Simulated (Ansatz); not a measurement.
Ga₃O₂

Input file:

```
crystal:
  lattice:
    - [2.1731625841, 1.2546760029, 4.8004552214]
    - [-2.1731625841, 1.2546760029, 4.8004552214]
    - [0.0, -2.5093520058, 4.8004552214]
  atoms:
    - { symbol: Ga, position: [0.587740958, 0.587740958, 0.587740958] }
    - { symbol: Ga, position: [0.412259042, 0.412259042, 0.412259042] }
    - { symbol: Ga, position: [0.0, 0.0, 0.0] }
    - { symbol: O, position: [0.2754033725, 0.2754033725, 0.2754033725] }
    - { symbol: O, position: [0.7245966275, 0.7245966275, 0.7245966275] }
basis:
  ecutwfc: 420
kpoints:
  mp_grid: { grid: [12, 12, 12] }
  band_path:
    path:
      - [[0.0, 0.0, 0.0], [0.5, 0.5, 0.5], [0.78779186, 0.21220814, 0.5]]
      - [[0.5, -0.21220814, 0.21220814], [0.5, 0.0, 0.0], [0.0, 0.0, 0.0], [0.35610407, -0.35610407, 0.0]]
      - [[0.64389593, 0.0, 0.35610407], [0.5, 0.0, 0.5], [0.0, 0.0, 0.0]]
    npoints: 14
hamiltonian:
  xc: pbe
scf:
  occupations: { method: gaussian, width: 0.1 }
  n_extra_bands: 12
output:
  forces: true
  stress: true
  eigenvalues: true
  populations: true
  dos: { projected: true, de: 0.02, nscf_kmesh: { grid: [15, 15, 15] } }
  bader: true
  write_density: true
  write_potential: true
  elf: true
  volumetric_format: npy
```

Launched as:

```sh
ansatz run input.yaml --threads 1 --pin off --max-ram 2560MiB --backend cpu --events-out ev --progress --plain --runs-dir out
```

Below, planes, directions and counts refer to the conventional cell (a = 4.35 Å, b = 4.35 Å, c = 14.40 Å, α = 90.00°, β = 90.00°, γ = 120.00°).

Space group R-3m; a structure generated by program, which may or may not match a known phase; computed without spin polarisation.

Theory: DFT PBE, scalar-relativistic, plane waves, PAW in Ansatz 0.2.0.

Predict the valence pseudo-density and electron localisation function between the atoms.

Answer. Ga–O (1.97 Å): the density is about 0.64 e/Å³ at the midpoint; the ELF peaks at about 0.80 in the valence shell of O, 0.6 Å from its nucleus, and is about 0.35 at the midpoint.
Ga–Ga (2.53 Å): the density is about 0.39 e/Å³ at the midpoint; the ELF peaks at about 0.70 between the atoms.
Bader's partition of the density gives Ga +0.45 to +0.91 and O −1.14 e.

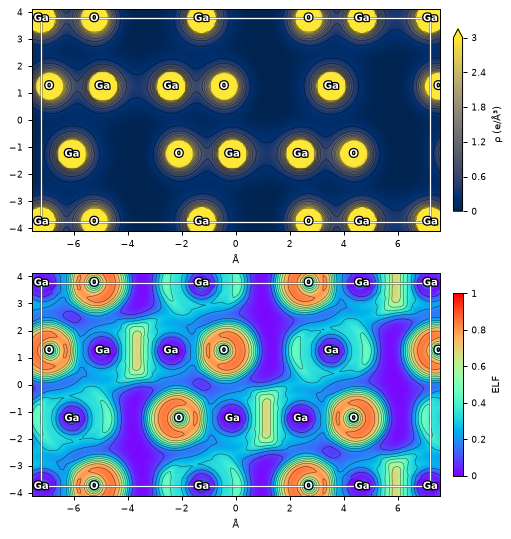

Computed valence pseudo-density and electron localisation function on the (110) plane of the conventional cell, in this order. 

The density is the valence pseudo-density of a PAW calculation; it isn't the true density close to the nuclei.
